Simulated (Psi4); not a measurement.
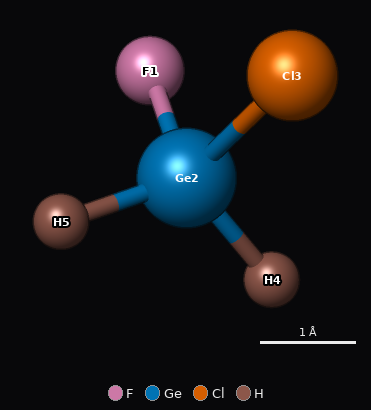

The input geometry (ball-and-stick view, seen at a tilt; atoms are numbered from 1 in the order of the input). Sticks mark near contacts.

Property calculation, with input and output: GeH2ClF

System: GeH2ClF.
Method: B3LYP/cc-pVQZ-DK, RKS, sfX2C (Psi4 1.11).

The geometry comes from this level: PBE0-D4/def2-TZVP.

Input file (job.py):
```python
import psi4

psi4.set_memory(1600000000)
psi4.set_num_threads(1)
psi4.core.set_output_file('psi4.out', False)

geom = psi4.geometry("""
0 1
F     -0.242000    -0.508000     1.588600
Ge     0.139900    -0.089200    -0.045500
Cl    -1.390300     1.244900    -0.698900
H      0.067600    -1.375500    -0.867400
H      1.474700     0.654200    -0.018300
symmetry c1
""")

options = {'basis': 'cc-pVQZ-DK', 'puream': True, 'scf_type': 'df', 'dft_radial_points': 99, 'dft_spherical_points': 590, 'df_basis_scf': 'def2-universal-jkfit', 'relativistic': 'x2c'}
psi4.set_options(options)

energy_value, wavefunction = psi4.energy("B3LYP", return_wfn=True)
psi4.oeprop(wavefunction, "DIPOLE", "QUADRUPOLE", "MULLIKEN_CHARGES", "LOWDIN_CHARGES", title="B3LYP")
print(f'B3LYP energy: {energy_value:.10f} Eh')
```

Run as:
```bash
python job.py
```

What the program printed:
```
Relativistic analytic gradients are not implemented yet, re-routing to finite differences.

   => Loading Basis Set <=

    Name: CC-PVQZ-DK
    Role: ORBITAL
    Keyword: BASIS

         ---------------------------------------------------------
                                   SCF
                              RKS Reference
                        1 Threads,   1525 MiB Core
         ---------------------------------------------------------

  ==> Geometry <==

    Molecular point group: c1
    Full point group: C1

    Geometry (in Angstrom), charge = 0, multiplicity = 1:

       Center              X                  Y                   Z               Mass
    ------------   -----------------  -----------------  -----------------  -----------------
         F            0.076072126494    -0.712464878199     1.577167812006    18.998403162730
         GE           0.457972126494    -0.293664878199    -0.056932187994    73.921177761000
         CL          -1.072227873506     1.040435121801    -0.710332187994    34.968852682000
         H            0.385672126494    -1.579964878199    -0.878832187994     1.007825032230
         H            1.792772126494     0.449735121801    -0.029732187994     1.007825032230

  Running in c1 symmetry.

  Rotational constants: A =      0.41967  B =      0.11627  C =      0.09456 [cm^-1]
  Rotational constants: A =  12581.34521  B =   3485.68293  C =   2834.71620 [MHz]
  Nuclear repulsion =  281.182606757185397

  Charge       = 0
  Multiplicity = 1
  Electrons    = 60
  Nalpha       = 30
  Nbeta        = 30

  ==> Algorithm <==

  SCF Algorithm Type is DF.
  DIIS enabled.
  MOM disabled.
  Fractional occupation disabled.
  Guess Type is SAD.
  Energy threshold   = 1.00e-06
  Density threshold  = 1.00e-06
  Integral threshold = 1.00e-12

  ==> Primary Basis <==

  Basis Set: CC-PVQZ-DK
    Blend: CC-PVQZ-DK
    Number of shells: 72
    Number of basis functions: 242
    Number of Cartesian functions: 298
    Spherical Harmonics?: true
    Max angular momentum: 4

  ==> DFT Potential <==

   => LibXC <=

    Version 7.1.2

   => Composite Functional: B3LYP <=

    B3LYP Hyb-GGA Exchange-Correlation Functional

    Deriv               =              1
    GGA                 =           TRUE
    Meta                =          FALSE

    Exchange Hybrid     =           TRUE
    MP2 Hybrid          =          FALSE

   => Exchange Functionals <=

    0.0800   Slater exchange
    0.7200         Becke 88

   => Exact (HF) Exchange <=

    0.2000               HF

   => Correlation Functionals <=

    0.1900   Vosko, Wilk & Nusair (VWN5_RPA)
    0.8100   Lee, Yang & Parr

   => LibXC Density Thresholds  <==

    XC_HYB_GGA_XC_B3LYP:  1.00E-15

   => Molecular Quadrature <=

    Radial Scheme          =       TREUTLER
    Pruning Scheme         =           NONE
    Nuclear Scheme         =       TREUTLER

    Blocking Scheme        =         OCTREE
    BS radius alpha        =              1
    Pruning alpha          =              1
    Radial Points          =             99
    Spherical Points       =            590
    Total Points           =         279921
    Total Blocks           =           2117
    Max Points             =            256
    Max Functions          =            241
    Weights Tolerance      =       1.00E-15

   => Loading Basis Set <=

    Name: DEF2-UNIVERSAL-JKFIT
    Role: JKFIT
    Keyword: DF_BASIS_SCF

   => Loading Basis Set <=

    Name: (CC-PVQZ-DK AUX)
    Role: DECON
    Keyword: BASIS_RELATIVISTIC

  ==> Integral Setup <==

  DFHelper Memory: AOs need 0.232 GiB; user supplied 0.232 GiB.
  SCF_SUBTYPE=INCORE selected. In-core MEM_DF algorithm will be used.
  Using in-core AOs.

  ==> MemDFJK: Density-Fitted J/K Matrices <==

    J tasked:                   Yes
    K tasked:                   Yes
    wK tasked:                   No
    Memory [MiB]:               237
    Algorithm:                 Core
    Schwarz Cutoff:           1E-12
    Mask sparsity (%):       2.5715
    Fitting Condition:        1E-10

   => Auxiliary Basis Set <=

  Basis Set: DEF2-UNIVERSAL-JKFIT
    Blend: DEF2-UNIVERSAL-JKFIT
    Number of shells: 135
    Number of basis functions: 507
    Number of Cartesian functions: 659
    Spherical Harmonics?: true
    Max angular momentum: 5

  Cached 50.0% of DFT collocation blocks in 0.694 [GiB].

 OEINTS: Using relativistic (X2C) overlap, kinetic, and potential integrals.
         ------------------------------------------------------------
         Spin-Free X2C Integrals at the One-Electron Level (SFX2C-1e)
         ------------------------------------------------------------

  ==> X2C Options <==

    Computational Basis: CC-PVQZ-DK
    X2C Basis: (CC-PVQZ-DK AUX)
    The X2C Hamiltonian will be computed in the X2C Basis

    Comparing only 242 out of 371 elements of H_Dirac

    The 1-norm of |H_X2C - H_Dirac| is: 576.955668713307

    WARNING: The X2C and Dirac Hamiltonians have substatially different eigenvalues!
             This is probably caused by the recontraction of the basis set.

  Minimum eigenvalue in the overlap matrix is 1.2239518059E-04.
  Reciprocal condition number of the overlap matrix is 2.0444325724E-05.
    Using symmetric orthogonalization.

  ==> Pre-Iterations <==

  SCF Guess: Superposition of Atomic Densities via on-the-fly atomic UHF (no occupation information).

   -------------------------
    Irrep   Nso     Nmo
   -------------------------
     A        242     242
   -------------------------
    Total     242     242
   -------------------------

  ==> Iterations <==

                           Total Energy        Delta E     RMS |[F,P]|

   @DF-RKS iter SAD: -2658.13780648423472   -2.65814e+03   0.00000e+00
   @DF-RKS iter   1: -2660.23420268096334   -2.09640e+00   1.15643e-02 ADIIS/DIIS
   @DF-RKS iter   2: -2655.66208008275726    4.57212e+00   2.65297e-02 ADIIS/DIIS
   @DF-RKS iter   3: -2661.75255582685850   -6.09048e+00   1.87907e-03 ADIIS/DIIS
   @DF-RKS iter   4: -2661.78492357211053   -3.23677e-02   6.03775e-04 ADIIS/DIIS
   @DF-RKS iter   5: -2661.79046795762088   -5.54439e-03   1.36777e-04 ADIIS/DIIS
   @DF-RKS iter   6: -2661.79074689995559   -2.78942e-04   3.11024e-05 DIIS
   @DF-RKS iter   7: -2661.79077202888766   -2.51289e-05   3.49005e-06 DIIS
   @DF-RKS iter   8: -2661.79077233830048   -3.09413e-07   1.12881e-06 DIIS
   @DF-RKS iter   9: -2661.79077236895455   -3.06541e-08   3.97582e-07 DIIS
  Energy and wave function converged.

  ==> Post-Iterations <==

   Electrons on quadrature grid:
      Ntotal   =   59.9999993749 ; deviation = -6.251e-07

    Orbital Energies [Eh]
    ---------------------

    Doubly Occupied:

       1A   -404.215992     2A   -101.917626     3A    -51.088364
       4A    -44.644257     5A    -44.643597     6A    -44.642632
       7A    -24.683330     8A     -9.531884     9A     -7.232071
      10A     -7.226442    11A     -7.226041    12A     -6.485527
      13A     -4.500591    14A     -4.498922    15A     -4.495839
      16A     -1.265050    17A     -1.249331    18A     -1.245706
      19A     -1.244560    20A     -1.244239    21A     -1.152669
      22A     -0.839265    23A     -0.594039    24A     -0.451765
      25A     -0.443971    26A     -0.437838    27A     -0.380572
      28A     -0.379988    29A     -0.340574    30A     -0.329026

    Virtual:

      31A     -0.032855    32A     -0.022153    33A      0.005220
      34A      0.067462    35A      0.073470    36A      0.077909
      37A      0.096172    38A      0.128793    39A      0.152373
      40A      0.163961    41A      0.192544    42A      0.201350
      43A      0.233191    44A      0.248269    45A      0.276521
      46A      0.280225    47A      0.314470    48A      0.321176
      49A      0.390799    50A      0.394089    51A      0.416997
      52A      0.454904    53A      0.455973    54A      0.523168
      55A      0.529730    56A      0.556739    57A      0.580582
      58A      0.591588    59A      0.618903    60A      0.621782
      61A      0.666022    62A      0.701491    63A      0.710749
      64A      0.730933    65A      0.734025    66A      0.757318
      67A      0.782497    68A      0.789035    69A      0.816325
      70A      0.849808    71A      0.879587    72A      0.880619
      73A      0.904210    74A      0.927227    75A      0.949423
      76A      1.030296    77A      1.087956    78A      1.191705
      79A      1.199571    80A      1.249449    81A      1.287536
      82A      1.293501    83A      1.298475    84A      1.327173
      85A      1.330339    86A      1.347473    87A      1.406375
      88A      1.412194    89A      1.429882    90A      1.441819
      91A      1.450793    92A      1.494232    93A      1.515686
      94A      1.556146    95A      1.579671    96A      1.625325
      97A      1.693930    98A      1.720270    99A      1.734005
     100A      1.821769   101A      1.896994   102A      1.897561
     103A      1.927528   104A      1.956455   105A      1.961186
     106A      2.029745   107A      2.030280   108A      2.054528
     109A      2.064791   110A      2.120284   111A      2.126439
     112A      2.169155   113A      2.169859   114A      2.183699
     115A      2.209456   116A      2.212224   117A      2.243379
     118A      2.278452   119A      2.317909   120A      2.331415
     121A      2.360693   122A      2.437699   123A      2.490971
     124A      2.524297   125A      2.554102   126A      2.582531
     127A      2.623813   128A      2.635212   129A      2.652678
     130A      2.704150   131A      2.727891   132A      2.810763
     133A      2.882087   134A      2.953544   135A      3.014397
     136A      3.028629   137A      3.125741   138A      3.177707
     139A      3.206319   140A      3.324360   141A      3.384989
     142A      3.450150   143A      3.532134   144A      3.582795
     145A      3.583295   146A      3.596570   147A      3.650730
     148A      3.708437   149A      3.715537   150A      3.752738
     151A      3.760039   152A      3.765259   153A      3.769671
     154A      3.776004   155A      3.899351   156A      3.920171
     157A      3.955808   158A      3.992156   159A      4.001406
     160A      4.105971   161A      4.108480   162A      4.205959
     163A      4.222675   164A      4.367281   165A      4.369844
     166A      4.401303   167A      4.437958   168A      4.438546
     169A      4.602400   170A      4.610956   171A      4.638876
     172A      4.837381   173A      5.121047   174A      5.122431
     175A      5.455718   176A      5.505941   177A      5.529877
     178A      5.614676   179A      5.624797   180A      5.653476
     181A      5.664429   182A      5.746454   183A      5.773025
     184A      5.815547   185A      5.859909   186A      5.917842
     187A      6.008809   188A      6.021930   189A      6.083823
     190A      6.285049   191A      6.328974   192A      6.398144
     193A      6.435697   194A      6.503027   195A      6.571012
     196A      6.674826   197A      6.787517   198A      7.325113
     199A      7.406560   200A      7.614890   201A      7.742987
     202A      7.752180   203A      7.761516   204A      7.804997
     205A      7.964918   206A      8.021309   207A      8.024671
     208A      8.066307   209A      8.513045   210A      8.514632
     211A      8.542001   212A      8.573096   213A      8.704123
     214A      8.864808   215A      9.046417   216A     10.025915
     217A     11.393269   218A     11.399039   219A     11.402757
     220A     11.402820   221A     11.419124   222A     11.420672
     223A     11.444084   224A     11.458391   225A     11.484847
     226A     12.308181   227A     12.309465   228A     13.217299
     229A     14.562181   230A     14.575321   231A     14.655629
     232A     14.656303   233A     14.818022   234A     14.843924
     235A     14.941457   236A     15.823733   237A     15.830828
     238A     16.132900   239A     16.137922   240A     16.228886
     241A     22.481752   242A     52.222332

    Final Occupation by Irrep:
              A
    DOCC [    30 ]
    NA   [    30 ]
    NB   [    30 ]

  @DF-RKS Final Energy: -2661.79077236895455

   => Energetics <=

    Nuclear Repulsion Energy =            281.1826067571853969
    One-Electron Energy =               -4260.4921279953050544
    Two-Electron Energy =                1414.0875369547272840
    DFT Exchange-Correlation Energy =     -96.5687880855621756
    Empirical Dispersion Energy =           0.0000000000000000
    VV10 Nonlocal Energy =                  0.0000000000000000
    Total Energy =                      -2661.7907723689540944

Computation Completed

Properties will be evaluated at   0.000000,   0.000000,   0.000000 [a0]

Properties computed using the SCF density matrix

 Multipole Moments:

 ------------------------------------------------------------------------------------
     Multipole            Electronic (a.u.)      Nuclear  (a.u.)        Total (a.u.)
 ------------------------------------------------------------------------------------

 L = 1.  Multiply by 2.5417464519 to convert [e a0] to [Debye]
 Dipole X            :          2.0086332           -1.3410865            0.6675467
 Dipole Y            :         -1.6342392            1.4129620           -0.2212772
 Dipole Z            :          0.5784389           -1.1556266           -0.5771877
 Magnitude           :                                                    0.9097955

 ------------------------------------------------------------------------------------

	total time  =         28 seconds =       0.47 minutes

Properties will be evaluated at   0.000000,   0.000000,   0.000000 [a0]

Properties computed using the B3LYP density matrix

 Multipole Moments:

 ------------------------------------------------------------------------------------
     Multipole            Electronic (a.u.)      Nuclear  (a.u.)        Total (a.u.)
 ------------------------------------------------------------------------------------

 L = 1.  Multiply by 2.5417464519 to convert [e a0] to [Debye]
 Dipole X            :          2.0086332           -1.3410865            0.6675467
 Dipole Y            :         -1.6342392            1.4129620           -0.2212772
 Dipole Z            :          0.5784389           -1.1556266           -0.5771877
 Magnitude           :                                                    0.9097955

 L = 2.  Multiply by 1.3450342976 to convert [e a0^2] to [Debye ang]
 Quadrupole XX       :       -131.7503585          105.9567896          -25.7935689
 Quadrupole XY       :         84.2143454          -84.1324124            0.0819330
 Quadrupole XZ       :        -46.1204836           45.7134173           -0.4070662
 Quadrupole YY       :       -128.1366140          101.5226790          -26.6139349
 Quadrupole YZ       :         75.6800282          -74.1597950            1.5202333
 Quadrupole ZZ       :       -142.5900560          113.7091194          -28.8809366
 Traceless XX        :          2.4086510           -1.1060731            1.3025779
 Traceless YY        :          6.0223955           -5.5401836            0.4822119
 Traceless ZZ        :         -8.4310465            6.6462567           -1.7847898

 ------------------------------------------------------------------------------------
  Mulliken Charges: (a.u.)
   Center  Symbol    Alpha    Beta     Spin     Total
       1     F     4.70340  4.70340  0.00000 -0.40680
       2    GE    15.66411 15.66411  0.00000  0.67179
       3    CL     8.65619  8.65619  0.00000 -0.31237
       4     H     0.48817  0.48817  0.00000  0.02367
       5     H     0.48814  0.48814  0.00000  0.02372

   Total alpha = 30.00000, Total beta = 30.00000, Total charge = -0.00000

  Lowdin Charges: (a.u.)
   Center  Symbol    Alpha    Beta     Spin     Total
       1     F     4.42054  4.42054  0.00000  0.15892
       2    GE    16.12897 16.12897  0.00000 -0.25794
       3    CL     8.33551  8.33551  0.00000  0.32897
       4     H     0.55748  0.55748  0.00000 -0.11496
       5     H     0.55750  0.55750  0.00000 -0.11499

  Total alpha = 30.00000, Total beta = 30.00000, Total charge = -0.00000
```

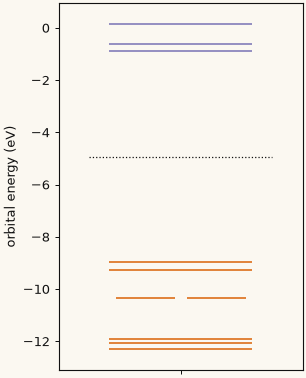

Orbital energies near the frontier; the dotted line parts filled from empty levels, and levels within 0.02 eV of each other stand side by side. Highest filled −8.95 eV, lowest empty −0.89 eV, 8.06 eV apart.

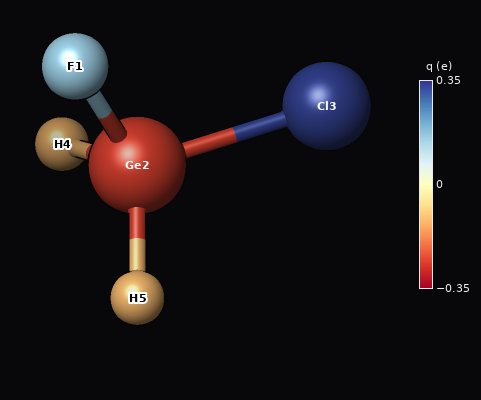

Löwdin charges, as the colour of each atom (ball-and-stick view, seen at a tilt; atoms are numbered from 1 in the order of the input). By element: F +0.16, Ge −0.26, Cl +0.33 and H −0.11 e.

Key numbers:

| quantity | value |
| --- | --- |
| outcome | converged |
| total energy | −2661.790772 hartree |
| basis functions | 242 |
| HOMO | −8.95 eV |
| LUMO | −0.89 eV |
| dipole moment | 2.31 D |
| hardware | 1 thread of Intel Xeon (Sapphire Rapids), 16 GiB of memory available, shared host |
| wall time | 30 s |
| peak memory | 1.6 GiB |
